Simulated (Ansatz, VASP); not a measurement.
# Cross-check of CoSi2 between VASP and Ansatz

Aim: how closely do two programs agree when they are given the same cell, functional and k mesh? The cell is a member of a volume series, scaled by 1.02 from a relaxed one, so a pressure remains.

Calculated with Ansatz 0.2.0; plane waves, with VASP 6.6.1 beside it; zone-centre phonons at LDA.

## (1) Set-up

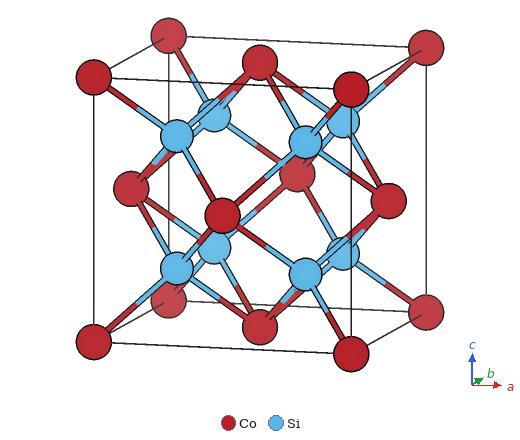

The starting structure, seen slightly off an axis (cobalt red, silicon blue). This picture shows the conventional cell, with its axes. Some periodic images of atoms are drawn too.

## (2) Ansatz: zone-centre phonons, LDA

Ansatz runs on its default PAW (the set named soft_2) files.

Second derivatives magnify differences that forces hide, and they need a tight electronic threshold.

input.yaml

```yaml
crystal:
  lattice:
    - [0.0, 2.6552161979, 2.6552161979]
    - [2.6552161979, 0.0, 2.6552161979]
    - [2.6552161979, 2.6552161979, 0.0]
  atoms:
    - { symbol: Co, position: [0.0, 0.0, 0.0] }
    - { symbol: Si, position: [0.25, 0.25, 0.25] }
    - { symbol: Si, position: [0.75, 0.75, 0.75] }
hamiltonian:
  xc: lda
  pseudopotentials: { kind: paw }
magnetization:
  spin_polarized: true
kpoints:
  mp_grid: { grid: [14, 14, 14] }
scf:
  occupations: { method: gaussian, width: 0.05 }
phonons:
  method: dfpt
  qpoints: [[0, 0, 0]]
```

Command:

```console
ansatz run input.yaml --threads 4 --pin off --max-ram 9216MiB --backend cpu --events-out ev --progress --plain --runs-dir out
```

Numbers of over 12 decimals in the logs are rounded to 6 here.

Log:

```text
band count auto-derived: 18 (N_el = 25.0; filled up to band 13; 17 by the electrons, moments and atoms)
zone centre: on kpoints.mp_grid the ground state, and the responses unless they are solved on pairs of k-points, stand on 244 of the mesh's 2744 k-points, reduced under 8 symmetry operations, with k and −k counted as one. Each operation leaves every solved displacement unchanged or reverses it
Engine: ansatz 0.2.0, aarch64-unknown-linux-gnu
Pseudopotentials: kind: paw
Pseudopotential: Co, paw, valence charge 17, recommended cutoff 420 eV (normal), Co.paw.azcp
Pseudopotential: Si, paw, valence charge 4, recommended cutoff 420 eV (normal), Si.paw.azcp
Functional definition: SPW92
  exchange = slater_x
  correlation = pw_c
Crystal: 3 atoms, lattice volume = 37.439 Å³
Basis set: ecut = 420 eV, 725 PW (Γ), exchange–correlation on 54×54×54 points (8 copies of the dense FFT grid, shifted against one another)
Bands: 18, of which v1, the nominal top of the filled ones, is band 13 counted from 1 (12 counted from 0)
Symmetry: 48 space group operations
Space group: Fm-3m (ITA 225), of the structure as read, at distance tolerance 3.3e-5 Å
k-points: 104 of 2744
Non-local potential: Co, projectors of the file, l = 0: 3, l = 1: 2, l = 2: 3, l = 3: 1
Non-local potential: Si, projectors of the file, l = 0: 2, l = 1: 2, l = 2: 2
PAW form: soft (Blöchl's): semilocal exchange-correlation on the pseudo side does not see the compensation charge
PAW frozen core: Co, regenerated for the run's functional, and the local potential with it (the file was generated under x = pbe(κ = 0.804, μ = 0.219515), c = pbe(β = 0.066725))
PAW frozen core: Si, regenerated for the run's functional, and the local potential with it (the file was generated under x = pbe(κ = 0.804, μ = 0.219515), c = pbe(β = 0.066725))
PAW one-centre angular grid: Co, 590 points (default); XC on 64 Gauss nodes
PAW one-centre angular grid: Si, 110 points (default); XC on 64 Gauss nodes
Initial density: superposition of atomic densities (chi_scale 0.1, normalization cell, long waves kept (reshape's long-wave potential 0.00 eV rms))
Initial wavefunctions: pseudopotential atomic-orbital guess
Functional: x = slater, c = lda
SCF 1 converged in 15 iterations: F = -6281.912973 eV  dr2 = 4.65e-9
  greatest PAW one-centre occupation: 1.001 electrons in one spin orbital (limit 2), on the Co atom at site 0 (counted from 0), in its partial waves of l = 1
the input gives no starting moments: this run first made a single point of its starting geometry. This run's own SCFs start from that state's density, with no starting moments from it.
k-points: 244 of 2744 (irreducible under 8 space group operations, time reversal used)
Initial density: read from a saved state, or passed on in memory by an earlier SCF of this step, an earlier step, the calling program or the single point that the run made first
Stability of the state it starts from, as read at its close in the collinear treatment: not read negative (Ritz values of 1 − χ₀K, real part plus size of imaginary part, from 1.0 to 1.2, by its mixing steps under the symmetry group of the SCF that read it); nothing settles its magnetic order
iter 1 solved again at ethr=7.23e-7 eV; its pass at ethr=3.10e-3 eV (dr2=1.81e-4 eV) is discarded
SCF iter   1: F=—  HF=-6281.912972 eV  |F-HF|=—  |Δ(HF+E_count)|=         —  Δρ=3.44e-6 (↑3.44e-6 ↓3.44e-6)  dr2=5.47e-9  dr2_m=0.00e0  M=0.000 μB ∫|m|=0.000 μB  β_m=0.30  ethr=7.23e-7  ⟨swp⟩=3.0  Hψ=33021  notcnv=0
eigensolver tolerance schedule: the retry pair's looser diagonalisation over-reported the residual by 33059.93 of it (diagonalisation noise at an unbounded share of the residual, at the tolerance the schedule requests for it); recorded, not acted on — ethr = c·dr2/N_el stays at c = 1.0e-1
preconditioner: auto → Kerker (q_TF=auto, 2.551 Å⁻¹)  [metal: Δε(μ)=0.013 eV  Ē_g=9.006 eV  σ=0.050 eV  W_gap=0.14  n_scr=14 (ndim 8)  ℏωp=25.0 eV  f_vac=0.000  D(μ)=1.43/eV (n_scr^D=14)]
spin=Collinear: Kerker preconditioning applied to the charge; magnetization (m = ρ↑ − ρ↓) channel mixes plain (no charge-response kernel on spin).
SCF iter   2: F=—  HF=-6281.912973 eV  |F-HF|=—  |Δ(HF+E_count)|=   9.13e-7  Δρ=1.89e-6 (↑1.89e-6 ↓1.89e-6)  dr2=1.32e-9  dr2_m=0.00e0  M=0.000 μB ∫|m|=0.000 μB  β_m=0.46  ethr=2.19e-11  ⟨swp⟩=3.0  Hψ=8713  notcnv=0
SCF iter   3: F=—  HF=-6281.912973 eV  |F-HF|=—  |Δ(HF+E_count)|=  1.11e-10  Δρ=1.95e-6 (↑1.95e-6 ↓1.95e-6)  dr2=2.87e-9  dr2_m=0.00e0  M=0.000 μB ∫|m|=0.000 μB  β_m=0.40  ethr=5.28e-12  ⟨swp⟩=2.2  Hψ=5669  notcnv=0
SCF iter   4: F=—  HF=-6281.912973 eV  |F-HF|=—  |Δ(HF+E_count)|=  2.85e-10  Δρ=4.29e-7 (↑4.29e-7 ↓4.29e-7)  dr2=1.60e-10  dr2_m=0.00e0  M=0.000 μB ∫|m|=0.000 μB  β_m=0.37  ethr=5.28e-12  ⟨swp⟩=2.4  Hψ=6287  notcnv=0
SCF iter   5: F=—  HF=-6281.912973 eV  |F-HF|=—  |Δ(HF+E_count)|=  4.55e-12  Δρ=2.98e-7 (↑2.98e-7 ↓2.98e-7)  dr2=7.64e-11  dr2_m=0.00e0  M=0.000 μB ∫|m|=0.000 μB  β_m=0.69  ethr=1.00e-12  ⟨swp⟩=1.0  Hψ=4392  notcnv=0
SCF iter   6: F=-6281.912973 eV  HF=-6281.912973 eV  |F-HF|=4.55e-12  |Δ(HF+E_count)|=  2.73e-12  Δρ=1.30e-7 (↑1.30e-7 ↓1.30e-7)  dr2=9.43e-12  dr2_m=0.00e0  M=0.000 μB ∫|m|=0.000 μB  ethr=1.00e-12  ⟨swp⟩=4.0  Hψ=18718  notcnv=0
SCF 2 converged in 6 iterations: F = -6281.912973 eV  dr2 = 9.43e-12
DFPT response loops at Γ: preconditioner auto → Kerker (q_TF=auto, 2.551 Å⁻¹) (partly filled bands, converged f_vac=0.000); β = 1.00, the filter's whole step (`scf.mixing.beta` (0.30) is not read by the response loops under this deck's `scf.mixing.preconditioner`; to damp them name `kerker` or `kerker_dos`, under which they read `scf.mixing.beta`, and type it under 1.00, their step now; both keys bind the ground state too); Broyden in place of MSR1
SCF converged after 6 iterations
Magnetization: 0.0000 μB (12.5000 up, 12.5000 down)
Absolute magnetization: 0.0000 μB (∫|ρ↑−ρ↓|)
Spin contamination: 0.0000 ħ² per cell (⟨S²⟩ above its minimum at these occupations)
Per-site moments (μB) at R_I (Å): [(0.0, 0.948537), (0.0, 0.948537), (0.0, 0.948537)]
Free energy (F): -6281.912973 eV
Harris-Foulkes:  -6281.912973 eV  (|F-HF|=4.55e-12)
Internal energy: -6281.911188 eV  (E = F + TS)
E sigma→0 (E₀):  -6281.912081 eV
Entropy (-TS):   -0.001785 eV (-0.595 meV/atom)
Fermi energy:    13.066341 eV
--- Per-component energies (eV) ---
  E_band       = -278.384582
  E_kinetic    = 550.222740
  E_local      = -4076.513739  (includes V_loc(G=0)·N_el)
  E_nonlocal   = 509.781544
  E_hartree    = 1771.802316
  E_xc         = -273.012105
  E_vxc        = -306.595387  (∫ρ·V_xc dr)
  E_paw        = -2426.398079  (= ΣΔE_a)
  E_vpaw       = -498.884660  (= ΣTr[D̂ρ^β])
  E_aug_tail   = 0.000061  (compensation charges beyond the density's cutoff)
  E_ewald      = -2338.380838
  E_core_change = 0.586912  (= ΣΔE_core)
  E_smearing   = -0.001785  (= −TS)
  E_closure    = 0.000000  (closes the sum)
  Σ components = -6281.912973   (vs F -6281.912973, Δ=0.00e0)
--- Band table (eV; the first three rows and the last of 488) ---
  k-point 0 ↑: bands = [... 9 lower, 11.0404, 13.9363, 16.4904, 16.4904, 16.4904, 16.5691, 16.5691, 16.5691, ... 1 higher]
  k-point 1 ↑: bands = [... 9 lower, 11.0159, 13.9972, 15.2567, 15.8726, 15.8726, 17.2157, 17.2157, 17.8686, ... 1 higher]
  k-point 2 ↑: bands = [... 9 lower, 10.9571, 13.5322, 14.8351, 15.2355, 15.2355, 17.5611, 17.5611, 18.2569, ... 1 higher]
  k-point 243 ↓: bands = [... 9 lower, 10.7513, 10.9646, 11.5127, 12.3039, 16.1997, 17.4279, 18.3631, 20.3176, ... 1 higher]
--- Phonons (Γ-DFPT): 2 representative perturbations + reference, on 244 of 2744 k-points (Σ response iterations 6) ---
  k mesh reduced under 8 symmetry operations, with k and −k counted as one. Each operation leaves every solved displacement unchanged or reverses it
  ASR residual: 1.430e-4 → 0.000e0 eV/Å²; symmetrization residual: 5.849e-7 eV/Å²
  ASR residual per site (eV/Å²): 1.43e-4 4.08e-6 4.08e-6
  Γ frequencies (cm⁻¹): 0.00 0.00 0.00 326.36 326.36 326.36 334.98 334.98 334.98
  non-analytic LO–TO correction: not included (Born effective charges unavailable; polar crystals: no LO–TO splitting at Γ)
--- Phonons (arbitrary-q DFPT): 1 explicit q-point ---
  q = [0, 0, 0] (of the zone-centre solve; hermiticity 9.86e-8, symmetrization 5.15e-14): -0.00 0.00 0.00 326.36 326.36 326.36 334.98 334.98 334.98
  sum rule: each row above includes the acoustic sum rule's correction from the zone centre's row sums; it moved no ω² by more than (0.81 cm⁻¹)²
```

Run time: 25 s. Hardware: 4 threads of Arm Neoverse V1, shared host; peak memory 1 GiB.

[end of part 1 of 2]

[Lines on the potential files, build, host, timing and source positions are cut from VASP's logs without a mark.]

[Logs are printed without paths, hosts, clocks, repeated set-up lines and the standing remarks that a program may print on its own settings, such as how far it seeks lower states.]

[Hosts, paths, dates, database ids (printed as entryN), source tags and the programs' standing remarks are cut or masked in the printed files.]
